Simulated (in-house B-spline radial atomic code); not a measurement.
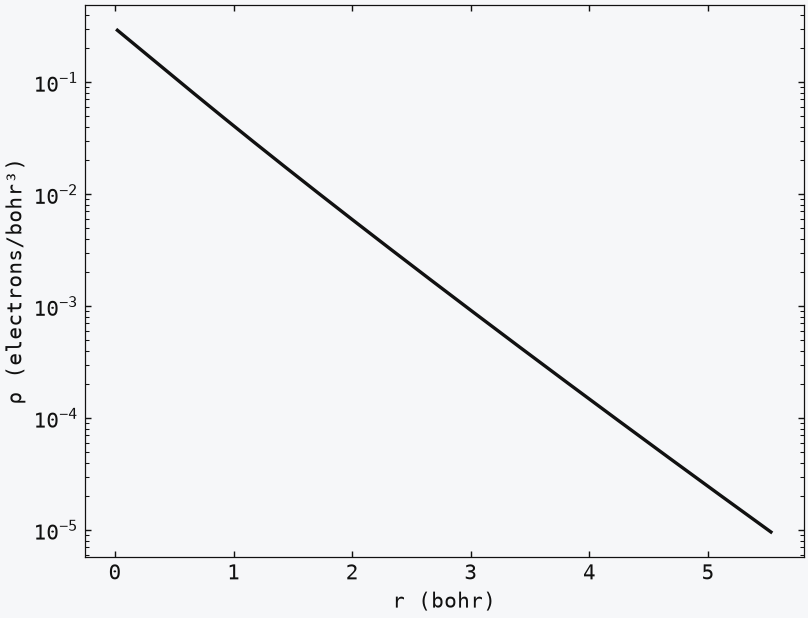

System: a free H atom, configuration 1s1 (high spin). All numbers are computed, not measured: non-relativistic LDA (Slater, VWN5), spin-polarised, spherical fractional occupations, point nucleus, basis-set limit (an in-house B-spline radial code).

The plot shows the electron density ρ(r) on a logarithmic scale.

> Describe it and give its main numbers.

The density falls from 0.29 electrons/bohr³ at the inner end (r = 0.020 bohr) to 0.001 at r = 2.95 bohr, a common measure of the size of an atom or ion. The highest occupied orbital, 1s up (⟨r⟩ = 1.58 bohr, −7.32 eV), is also the most diffuse and sets the fall-off far out: over the last part drawn ln ρ falls by 1.8 per bohr, against 2√(−2ε) = 1.5 for the pure exponential. At the nucleus d ln ρ/dr is −2.0 per bohr, near the cusp value −2Z = −2.
